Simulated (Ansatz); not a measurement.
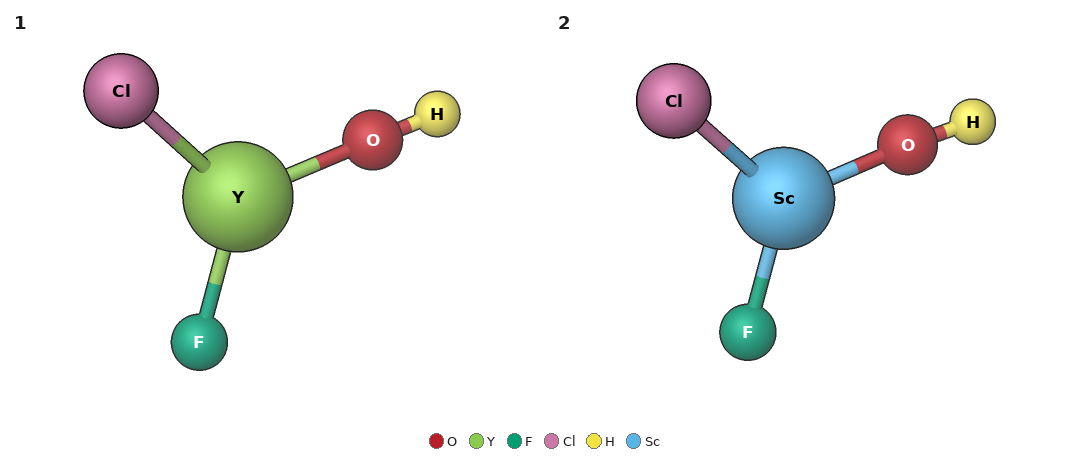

2 molecules with one skeleton, seen from the same side and at one scale. Charge 0, singlet. Computed geometries: PBE0-D4/def2-TZVP optimisations, one conformation each. Properties computed with Ansatz 0.2.0. Elements past Kr carry core potentials.

One atom differs, called X below: Y in panel 1, Sc in panel 2. Their formulas are ClFHOY (`[OH][Y]([F])[Cl]`), ClFHOSc (`[OH][Sc]([F])[Cl]`).

Question: In which is the length of X–Cl larger (PBE0-D4/def2-TZVP)?

Answer: In panel 1 (X = Y).

Question: In which is the length of X–F larger (PBE0-D4/def2-TZVP)?

Answer: In panel 1 (X = Y).

Give the values. With PBE0-D4/def2-TZVP: length of X–Cl (Å), length of X–F (Å), length of X–O (Å), angle O–X–F (°), dipole moment (D), harmonic zero-point energy (kJ/mol). With PBE0-D4/def2-TZVPP: HOMO energy (Kohn–Sham orbital) (eV), HOMO–LUMO gap (eV).

```json
{"quantity": "length of X–Cl (Å)", "1 (Y)": "2.480", "2 (Sc)": "2.311", "2 − 1": "−0.169"}
{"quantity": "length of X–F (Å)", "1 (Y)": "1.992", "2 (Sc)": "1.835", "2 − 1": "−0.157"}
{"quantity": "length of X–O (Å)", "1 (Y)": "1.994", "2 (Sc)": "1.838", "2 − 1": "−0.156"}
{"quantity": "angle O–X–F (°)", "1 (Y)": "117.9", "2 (Sc)": "118.6", "2 − 1": "+0.7"}
{"quantity": "dipole moment (D)", "1 (Y)": "2.96", "2 (Sc)": "2.96", "2 − 1": "0.00"}
{"quantity": "harmonic zero-point energy (kJ/mol)", "1 (Y)": "39.4", "2 (Sc)": "41.0", "2 − 1": "+1.6"}
{"quantity": "HOMO energy (Kohn–Sham orbital) (eV)", "1 (Y)": "−8.63", "2 (Sc)": "−8.86", "2 − 1": "−0.23"}
{"quantity": "HOMO–LUMO gap (eV)", "1 (Y)": "6.44", "2 (Sc)": "6.45", "2 − 1": "+0.01"}
```
